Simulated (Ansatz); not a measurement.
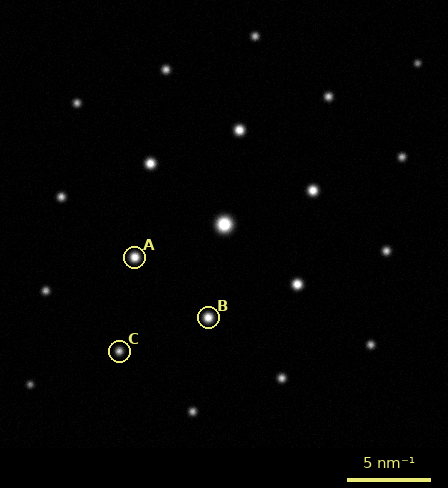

The pattern is a kinematic simulation for 200 kV electrons (no multiple scattering; isotropic B = 0.5 Å²). The zone axis points towards the electron source and the pattern is seen from the source side.

Crystal: Pb, space group Fm-3m (No. 225), a = 4.93 Å. Structure: the input geometry of an electronic-structure calculation (not necessarily at equilibrium).

```
atom  site  symmetry       x       y       z
  Pb    4a      m-3m  0.0000  0.0000  0.0000
```

Spot A is indexed -2 0 2 and spot B 0 -2 2.

**Give hkl for C.**

C = A + B = -2 -2 4 (d = 1.007 Å).

**Give [uvw].**

The cross product of A and B is parallel to [111]; every spot obeys hu + kv + lw = 0.
